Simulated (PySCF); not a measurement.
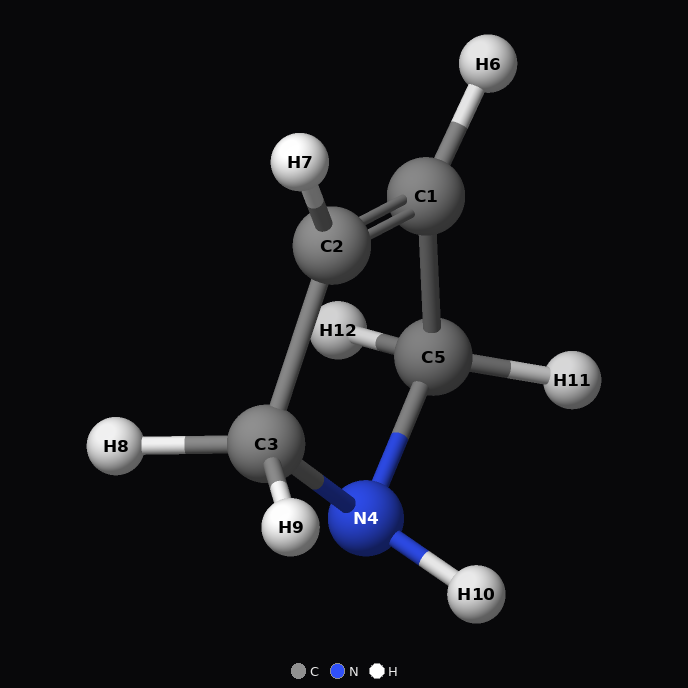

The geometry was computed by an optimisation with GFN2-xTB. No frequency run is at hand to confirm it as a minimum. Method: delta-SCF UKS SCAN, pcX-2 on the ionised atom, pcseg-1 elsewhere, spin-free X2C (PySCF 2.14.0).

Give the core-electron binding energies (to vacuum) of C1 1s, C3 1s, N4 1s.

```
atom  level  binding energy (eV)
  C1     1s                290.2
  C3     1s                291.3
  N4     1s                404.7
```
